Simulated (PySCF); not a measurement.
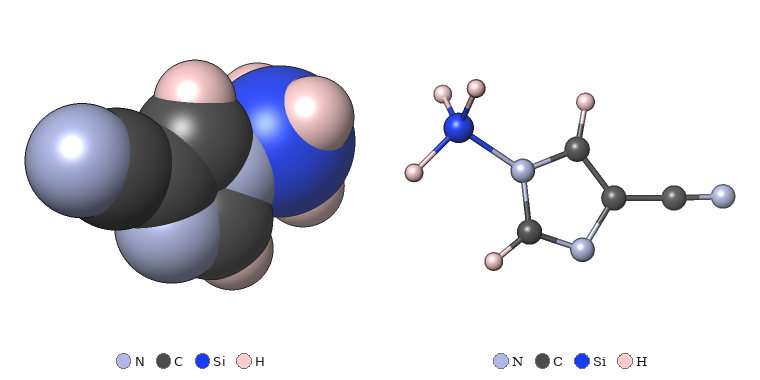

Two views of one molecule.

The geometry was computed by an optimisation with GFN2-xTB. No frequency run is at hand to confirm it as a minimum.

Identify the structure.

It has 13 atoms: 4 carbon, 5 hydrogen, 3 nitrogen and 1 silicon (C4H5N3Si). SMILES: `N#Cc1cn([SiH3])cn1`. Independent rings (smallest set): 1 of 5 members, 1 of them aromatic. Among its groups: nitrile, Si–H bond, Si–N bond. This geometry has Cs symmetry. Coordination: 1 C linear; 3 C trigonal planar; 1 N trigonal planar; 1 Si tetrahedral; 1 N bent.

More results for the same structure follow; atom numbers are the same in all pictures, views and colours differ.

**Shape**

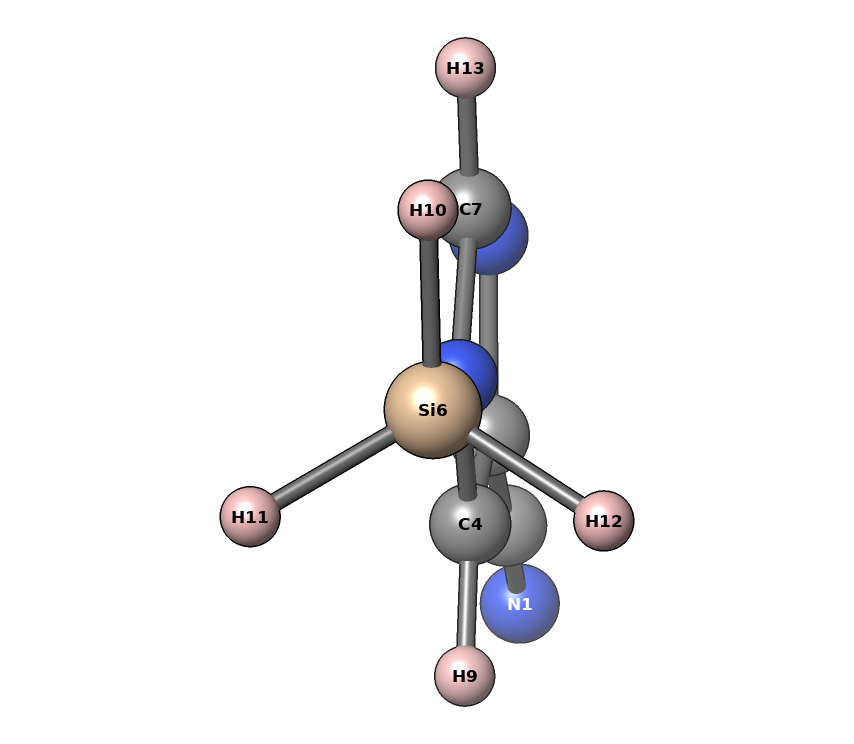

N5 lies behind Si6. The molecule seen nearly along the Si6–N5 bond, Si6 in front. Depth is shown by fading: the farther an atom, the more it takes the colour of the background. No frequency run is at hand to confirm it as a minimum.

What is the torsion angle H10–Si6–N5–C4? The sign is positive where the front bond must turn clockwise to cover the back bond.

180°, antiperiplanar (anti).

**Bond orders**

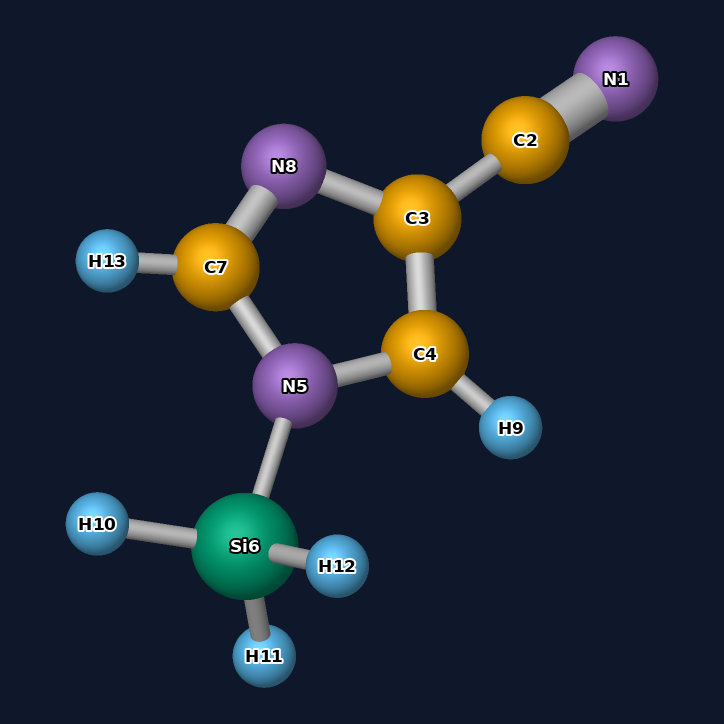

The thickness of each stick grows with its Mayer bond order. No frequency run is at hand to confirm it as a minimum. Computed with PBE0/pcSseg-1 (PySCF 2.14.0).

Which bond has the highest Mayer bond order?

N1–C2, 3.03, at a length of 1.147 Å.

Which bond has the lowest Mayer bond order?

N5–Si6, 0.78, at 1.761 Å.

List the Mayer bond orders of N1–C2, C2–C3, C3–C4, C3–N8, C4–N5, C4–H9, N5–Si6, N5–C7, Si6–H10, Si6–H11, C7–N8, C7–H13 (one bond of each equivalent set).

| bond | Mayer order | length (Å) |
| --- | --- | --- |
| N1–C2 | 3.03 | 1.147 |
| C2–C3 | 1.02 | 1.405 |
| C3–C4 | 1.46 | 1.373 |
| C3–N8 | 1.30 | 1.374 |
| C4–N5 | 1.14 | 1.365 |
| C4–H9 | 0.97 | 1.071 |
| N5–Si6 | 0.78 | 1.761 |
| N5–C7 | 1.13 | 1.367 |
| Si6–H10 | 0.95 | 1.457 |
| Si6–H11 | 0.94 | 1.461 |
| C7–N8 | 1.68 | 1.291 |
| C7–H13 | 0.97 | 1.071 |

**Polarisability**

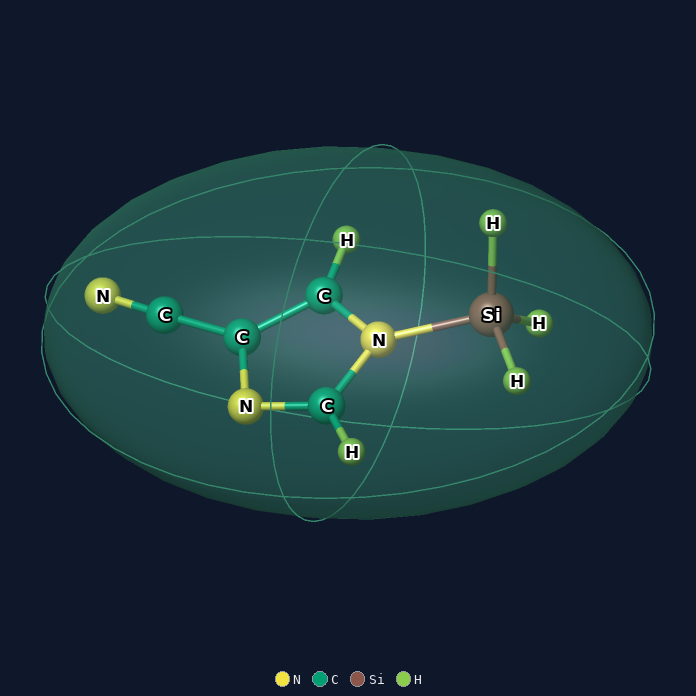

The ellipsoid shows the static dipole polarisability: its half-axes are proportional to the principal values. No frequency run is at hand to confirm it as a minimum. Computed with PBE0/def2-SVPD (PySCF 2.14.0).

Give the principal values, the mean and the anisotropy.

Principal values 58.4, 80.8, 127.6 bohr³; mean 88.9 bohr³ (13.18 Å³); anisotropy 61.1 bohr³, so the longest axis is 2.18 times the shortest.

**Quadrupole coupling**

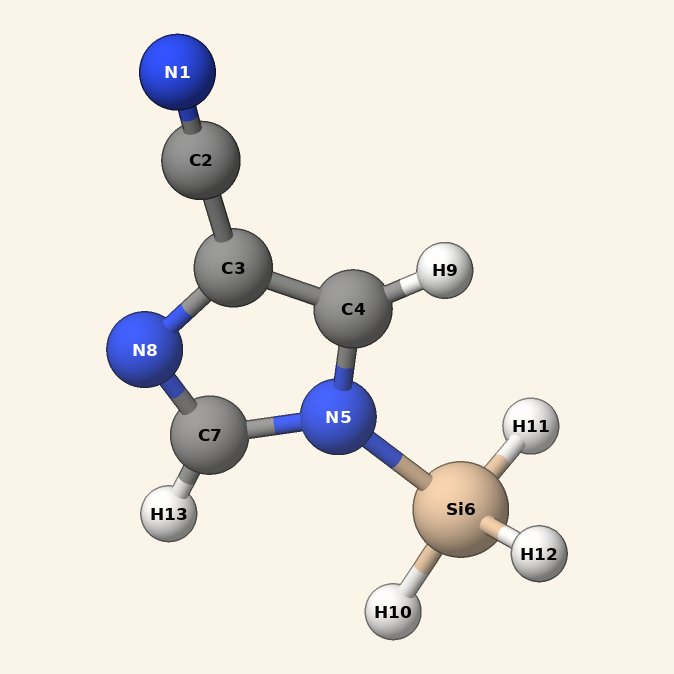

No frequency run is at hand to confirm it as a minimum. Electric field gradients from the ground-state density, PBE0/pcSseg-1 (PySCF 2.14.0), non-relativistic apart from any core potentials.

Give the largest field-gradient component, the quadrupole coupling constant and the asymmetry for 14N at N1 (Q = 20.44 mb), 14N at N5 (Q = 20.44 mb), 14N at N8 (Q = 20.44 mb), 2H at H9 (Q = 2.86 mb), 2H at H10 (Q = 2.86 mb), 2H at H11 (Q = 2.86 mb), 2H at H13 (Q = 2.86 mb).

| atom | V_zz (a.u.) | e²qQ/h (MHz) | η |
| --- | --- | --- | --- |
| N1 | −0.968 | −4.65 | 0.19 |
| N5 | −0.350 | −1.68 | 0.93 |
| N8 | −0.978 | −4.70 | 0.08 |
| H9 | 0.343 | 0.230 | 0.11 |
| H10 | 0.162 | 0.109 | 0.05 |
| H11 | 0.160 | 0.107 | 0.03 |
| H13 | 0.340 | 0.229 | 0.09 |

**Charges**

The questions are on Hirshfeld charges. No frequency run is at hand to confirm it as a minimum. Level of theory: PBE0/pcSseg-1, gas phase (PySCF 2.14.0).

Which atom carries the highest charge (most positive or least negative)?

Si6 (0.41 e).

And the lowest?

N1 (−0.22 e).

List the Hirshfeld charges.

```tsv
atom	value (e)
N1	−0.22
C2	0.07
C3	0.02
C4	−0.01
N5	−0.10
Si6	0.41
C7	0.05
N8	−0.19
H9	0.07
H10	−0.06
H11	−0.06
H12	−0.06
H13	0.07
```

The geometry is semi-empirical. Around Si such bond lengths and angles can be off by a tenth of an ångström or more and by several degrees, and values that hang on the shape move with them.
